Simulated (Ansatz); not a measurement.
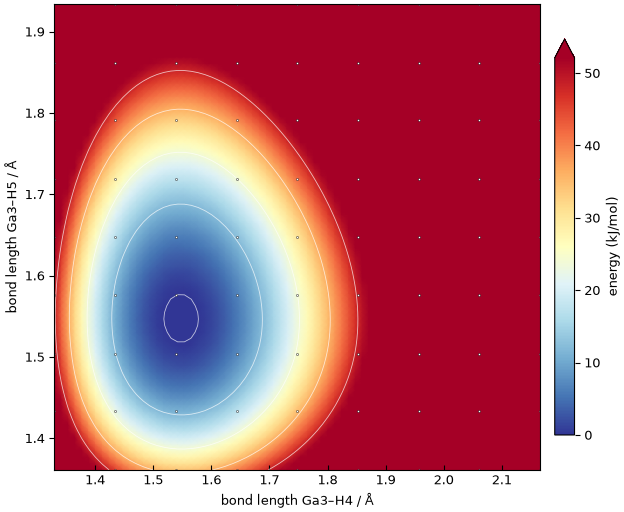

C₂H₂Ga, SMILES [C]#[C][GaH2], spin multiplicity 2. 
- First axis: bond length Ga3–H4. Second axis: bond length Ga3–H5.
- Nothing is relaxed (all other coordinates rigid).
- The grid has 9 × 9 points.
- Points are written as (first, second).
- All energies are given in kJ/mol relative to the lowest grid point.
- All numbers below come from UHF-MP2, frozen core/def2-TZVP in Ansatz.

Drawn: a smooth colour map with a few white contour lines, dots at the grid points, one colour for all values above the top of the scale. Between grid points the surface is interpolated.

Estimate the position of the minimum and the force constants in these coordinates.

The interpolated minimum is at bond length Ga3–H4 ≈ 1.547 Å, bond length Ga3–H5 ≈ 1.547 Å. The curvatures there are about 16 eV/Å² and 16 eV/Å², with a cross term of about 0 eV/Å². Round the minimum the contours are nearly round: the two directions are equally stiff and uncoupled. (1 eV is 96.5 kJ/mol.)
